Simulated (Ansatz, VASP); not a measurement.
## Cross-check of Tc (Tc(10-10)) between VASP and Ansatz

One calculation is typed for both programs; each brings its own data sets and cutoff. How far apart do they land?

Calculated with Ansatz 0.2.0; plane waves, with VASP 6.6.1 beside it; single point at PBEsol.

In doubt: too few empty bands were carried, so the values of those runs are not to be relied on.

## (1) Set-up

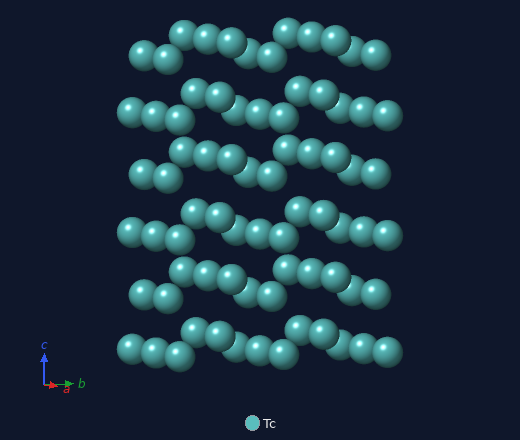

The cell as given, from the side, with the c axis up (technetium teal). 2×2×1 cells are drawn. Some periodic images of atoms are drawn too.

The cell holds 12 atoms: 12 Tc. Its edges and angles: a = 2.718 Å, b = 4.344 Å, c = 27.553 Å, α = 90.0°, β = 90.0°, γ = 90.0°. It derives from Tc. As first built, before any earlier steps moved the atoms: 12 layers of hcp Tc, cut at this functional's lattice. Vacuum lies along c.

## (2) Ansatz: single point, PBEsol

Ansatz runs on its default PAW (the set named soft_2) files.

With cell and atoms fixed, the geometry can't cause a difference; cores, projectors, grids and the points listed under the comparison can.

Input file input.yaml:

```yaml
crystal:
  lattice:
    - [2.7178253313, 0.0, 0.0]
    - [0.0, 4.3440897713, 0.0]
    - [0.0, 0.0, 27.5530974931]
  atoms:
    - { symbol: Tc, position: [0.0, 0.0, 0.2766399798] }
    - { symbol: Tc, position: [0.5, 0.0, 0.3569494001] }
    - { symbol: Tc, position: [0.5, 0.5, 0.3014947956] }
    - { symbol: Tc, position: [0.0, 0.0, 0.4434221539] }
    - { symbol: Tc, position: [0.0, 0.5, 0.3853916119] }
    - { symbol: Tc, position: [0.5, 0.0, 0.5288684382] }
    - { symbol: Tc, position: [0.5, 0.5, 0.4711315618] }
    - { symbol: Tc, position: [0.0, 0.0, 0.6146083881] }
    - { symbol: Tc, position: [0.0, 0.5, 0.5565778461] }
    - { symbol: Tc, position: [0.5, 0.0, 0.6985052044] }
    - { symbol: Tc, position: [0.5, 0.5, 0.6430505999] }
    - { symbol: Tc, position: [0.0, 0.5, 0.7233600202] }
hamiltonian:
  xc: pbesol
  pseudopotentials: { kind: paw }
kpoints:
  mp_grid: { grid: [11, 7, 1] }
scf:
  occupations: { method: methfessel_paxton, width: 0.15 }
  n_extra_bands: 7
efield:
  axis: 3
  dipole_correction: true
  ramp_width: 0.04
output:
  forces: true
  eigenvalues: true
  write_density: true
  write_potential: true
  elf: true
  volumetric_format: npy
```

Command:

```console
ansatz run input.yaml --threads 4 --pin off --max-ram 9216MiB --backend cpu --events-out ev --progress --plain --runs-dir out
```

Numbers of over 12 decimals in the logs are rounded to 6 here.

The program printed:

```text
scf.n_extra_bands = 7 over 90 filled bands (N_el = 180.0): the run solves 97 bands
Engine: ansatz 0.2.0, aarch64-unknown-linux-gnu
Pseudopotentials: kind: paw
Pseudopotential: Tc, paw, valence charge 15, recommended cutoff 500 eV (normal), Tc.paw.azcp
Functional definition: PBEsol
  exchange = pbesol_x
  correlation = pbesol_c
Crystal: 12 atoms, lattice volume = 325.305 Å³
Basis set: ecut = 500 eV, 8191 PW (Γ), exchange–correlation on 40×64×432 points (8 copies of the dense FFT grid, shifted against one another)
Bands: 97, of which v1, the nominal top of the filled ones, is band 90 counted from 1 (89 counted from 0)
Symmetry: 4 space group operations
k-points: 24 of 77
Non-local potential: Tc, projectors of the file, l = 0: 3, l = 1: 3, l = 2: 2, l = 3: 2
PAW form: soft (Blöchl's): semilocal exchange-correlation on the pseudo side does not see the compensation charge
PAW frozen core: Tc, regenerated for the run's functional, and the local potential with it (the file was generated under x = pbe(κ = 0.804, μ = 0.219515), c = pbe(β = 0.066725))
PAW one-centre angular grid: Tc, 590 points (default); XC on 64 Gauss nodes
Initial density: superposition of atomic densities (neutral atoms: chi_scale 0, normalization atom)
Initial wavefunctions: pseudopotential atomic-orbital guess
Functional: x = pbesol(κ = 0.804, μ = 0.123457), c = pbesol(β = 0.046)
SCF iter   1: F=—  HF=-64055.083336 eV  |F-HF|=—  |Δ(HF+E_count)|=         —  Δρ=5.59e-2  dr2=1.44e2  ethr=3.10e-3  p=0.000 e·Å  D=3.31e-13 V/Å  ΔV_dip=-0.00 eV  dr2_dipole=1.64e-7  V_vac-E_F(+/−)=9.48/9.48 eV  ⟨swp⟩=9.2  Hψ=12249  notcnv=0
efield: sawtooth ramp at fractional position 0.9800 (placed from the atoms, in the widest stretch of the axis that holds none; the zero of the levels goes with the place), width 0.0400; the density the first Hamiltonian is built on has a dipole p = 0.000 e·Å; the dipole correction subtracts the counter field D = 3.31e-13 V/Å, which shifts the + side's vacuum level by -0.00 eV against the − side's; the planar-averaged density in the ramp window peaks in size at 6.5e-8 e/Å³
preconditioner: auto → LDOS  [metal: Δε(μ)=0.002 eV  Ē_g=3.950 eV  σ=0.150 eV  W_gap=0.01  n_scr=68 (ndim 8)  ℏωp=18.9 eV  f_vac=0.432  D(μ)=11.75/eV (n_scr^D=78)  β→1.0]
SCF iter   2: F=—  HF=-64048.568559 eV  |F-HF|=—  |Δ(HF+E_count)|=    6.51e0  S|Δr|=    0.00e0  Δρ=2.99e-2  dr2=9.98e0  ethr=3.10e-3  p=0.000 e·Å  D=1.10e-5 V/Å  ΔV_dip=-0.00 eV  dr2_dipole=4.48e-8  V_vac-E_F(+/−)=4.11/4.11 eV  ⟨swp⟩=4.4  Hψ=5869  notcnv=0  defer=20
SCF iter   3: F=—  HF=-64048.006956 eV  |F-HF|=—  |Δ(HF+E_count)|=   5.62e-1  S|Δr|=    0.00e0  Δρ=8.89e-3  dr2=9.32e-1  ethr=3.10e-3  p=0.000 e·Å  D=3.72e-6 V/Å  ΔV_dip=-0.00 eV  dr2_dipole=2.26e-7  V_vac-E_F(+/−)=5.23/5.23 eV  ⟨swp⟩=3.1  Hψ=4044  notcnv=0  defer=16
SCF iter   4: F=—  HF=-64047.881932 eV  |F-HF|=—  |Δ(HF+E_count)|=   1.25e-1  S|Δr|=    0.00e0  Δρ=1.67e-3  dr2=1.25e-2  ethr=5.18e-4  p=-0.000 e·Å  D=-1.03e-5 V/Å  ΔV_dip=0.00 eV  dr2_dipole=2.10e-8  V_vac-E_F(+/−)=4.80/4.80 eV  ⟨swp⟩=2.9  Hψ=3973  notcnv=0  defer=10
SCF iter   5: F=—  HF=-64047.878572 eV  |F-HF|=—  |Δ(HF+E_count)|=   3.36e-3  S|Δr|=    0.00e0  Δρ=6.29e-4  dr2=2.38e-3  ethr=6.93e-6  p=-0.000 e·Å  D=-1.70e-6 V/Å  ΔV_dip=0.00 eV  dr2_dipole=3.22e-8  V_vac-E_F(+/−)=4.67/4.67 eV  ⟨swp⟩=3.2  Hψ=4985  notcnv=0  defer=10
SCF iter   6: F=—  HF=-64047.878285 eV  |F-HF|=—  |Δ(HF+E_count)|=   2.87e-4  S|Δr|=    0.00e0  Δρ=1.52e-4  dr2=9.00e-5  ethr=1.32e-6  p=-0.000 e·Å  D=-5.72e-7 V/Å  ΔV_dip=0.00 eV  dr2_dipole=2.52e-9  V_vac-E_F(+/−)=4.63/4.63 eV  ⟨swp⟩=2.5  Hψ=3858  notcnv=0  defer=10
SCF iter   7: F=—  HF=-64047.878902 eV  |F-HF|=—  |Δ(HF+E_count)|=   6.17e-4  S|Δr|=    0.00e0  Δρ=4.46e-5  dr2=1.05e-5  ethr=5.00e-8  p=-0.000 e·Å  D=-3.40e-7 V/Å  ΔV_dip=0.00 eV  dr2_dipole=4.18e-10  V_vac-E_F(+/−)=4.62/4.62 eV  ⟨swp⟩=3.2  Hψ=5009  notcnv=0  defer=10
SCF iter   8: F=—  HF=-64047.878905 eV  |F-HF|=—  |Δ(HF+E_count)|=   3.19e-6  S|Δr|=    0.00e0  Δρ=1.32e-5  dr2=7.88e-7  ethr=5.82e-9  p=-0.000 e·Å  D=-2.62e-7 V/Å  ΔV_dip=0.00 eV  dr2_dipole=2.77e-12  V_vac-E_F(+/−)=4.61/4.61 eV  ⟨swp⟩=3.1  Hψ=4672  notcnv=0  defer=10
SCF iter   9: F=-64047.878905 eV  HF=-64047.878905 eV  |F-HF|=3.27e-9  |Δ(HF+E_count)|=   1.06e-7  S|Δr|=    0.00e0  Δρ=3.91e-6  dr2=6.49e-8  ethr=5.56e-11  p=-0.000 e·Å  D=-1.50e-7 V/Å  ΔV_dip=0.00 eV  dr2_dipole=1.25e-12  V_vac-E_F(+/−)=4.61/4.61 eV  ⟨swp⟩=19.5  Hψ=24547  notcnv=0
WARN: the bands leave out some 1.343e-2 electrons a cell, over the threshold 1e-3 (by scf.eigensolver.empty_state_threshold): the first level above them, at 9.7061 eV, would hold 2.614e-1 of 2 at k-index 4, k = (0.0909, 0.0000, 0.0000) — raise scf.n_extra_bands (try 108 bands in all)
SCF 1 converged in 9 iterations: F = -64047.878905 eV  dr2 = 6.49e-8
  greatest PAW one-centre occupation: 0.990 electrons in one spin orbital (limit 2), on the Tc atom at site 2 (counted from 0), in its partial waves of l = 0
WARN: The output density's exchange-correlation potential varies sharply where the density is thin. Do not read a vacuum level from v_tot or v_xc, or from such a field of the output density. On a cell that repeats whose density bears no net charge and no dipole along the vacuum's axis use v_es (v_loc + v_h of the components); under efield.dipole_correction with no amplitude use v_es + v_field, which holds any externa [...]
SCF converged after 9 iterations
Stability not checked: this state was not tested for a lower state beside it, because cold or Methfessel-Paxton smearing, or corrected tetrahedra, fill the levels in a way that the test cannot read (fill_not_monotonic; see scf.lower_state_search)
Free energy (F): -64047.878905 eV
Harris-Foulkes:  -64047.878905 eV  (|F-HF|=3.27e-9)
Internal energy: -64047.876715 eV  (E = F + TS)
E sigma→0 (E₀):  -64047.878358 eV
Entropy (-TS):   -0.002190 eV (-0.182 meV/atom)
Fermi energy:    9.631308 eV
Dipole field:    D = 0.000001 V/Å  (p = 0.000002 e·Å, saw-weighted, corrected)
Work function:   Φ+ = 4.6094 eV   Φ− = 4.6094 eV
Levels:          The Fermi level and band energies are counted from a zero that moves with the ramp; work functions are not
--- Per-component energies (eV) ---
  E_band       = -2873.307755
  E_kinetic    = 7487.290025
  E_local      = -292213.251930  (includes V_loc(G=0)·N_el)
  E_nonlocal   = 3465.014647
  E_hartree    = 141689.651339
  E_xc         = -2854.165530
  E_vxc        = -3527.786738  (∫ρ·V_xc dr)
  E_paw        = -38635.912451  (= ΣΔE_a)
  E_vpaw       = -1463.912474  (= ΣTr[D̂ρ^β])
  E_aug_tail   = -0.000151  (compensation charges beyond the density's cutoff)
  E_efield     = 0.000000  (sawtooth field / dipole correction)
  E_vefield    = 0.000000  (∫n·V_field dr)
  E_ewald      = 117010.775203
  E_core_change = 2.722135  (= ΣΔE_core)
  E_smearing   = -0.002190  (= −TS)
  E_closure    = -0.000000  (closes the sum)
  Σ components = -64047.878905   (vs F -64047.878905, Δ=0.00e0)
--- Forces (eV/Å), atoms counted from 1 ---
  atom   1  Tc     0.00000000     0.00000000    -0.24920600
  atom   2  Tc     0.00000000     0.00000000     0.13636014
  atom   3  Tc     0.00000000     0.00000000    -0.09179797
  atom   4  Tc     0.00000000     0.00000000    -0.02928059
  atom   5  Tc     0.00000000     0.00000000     0.04014908
  atom   6  Tc     0.00000000     0.00000000    -0.01456657
  atom   7  Tc     0.00000000     0.00000000     0.01456496
  atom   8  Tc     0.00000000     0.00000000    -0.04014752
  atom   9  Tc     0.00000000     0.00000000     0.02928120
  atom  10  Tc     0.00000000     0.00000000     0.09179704
  atom  11  Tc     0.00000000     0.00000000    -0.13635913
  atom  12  Tc     0.00000000     0.00000000     0.24920499
  max |Σ_I F_I| component: 3.74e-7 eV/Å
--- Band table (eV; the first three rows and the last of 24) ---
  k-point 0: bands = [... 86 lower, 8.9169, 8.9882, 9.0072, 9.0609, 9.0818, 9.1855, 9.2858, 9.5615, ... 3 higher]
  k-point 1: bands = [... 86 lower, 9.1099, 9.1424, 9.2905, 9.3383, 9.5964, 9.6379, 9.6425, 9.8804, ... 3 higher]
  k-point 2: bands = [... 86 lower, 9.0257, 9.0603, 9.2416, 9.5859, 9.9290, 10.0647, 10.1039, 10.1064, ... 3 higher]
  k-point 23: bands = [... 86 lower, 9.9616, 10.0428, 10.1410, 10.2407, 10.3968, 10.4897, 10.8388, 10.9591, ... 3 higher]
```

Wall time 61 s (4 threads of Arm Neoverse V1, shared host); peak memory 1.5 GiB; 3.9 min of CPU time.

(Continued in part 2 of 2.)

[Lines on the potential files, build, host, timing and source positions are cut from VASP's logs without a mark.]

[Logs are printed without paths, hosts, clocks, repeated set-up lines and the standing remarks that a program may print on its own settings, such as how far it seeks lower states.]

[Hosts, paths, dates, database ids (printed as entryN), source tags and the programs' standing remarks are cut or masked in the printed files.]
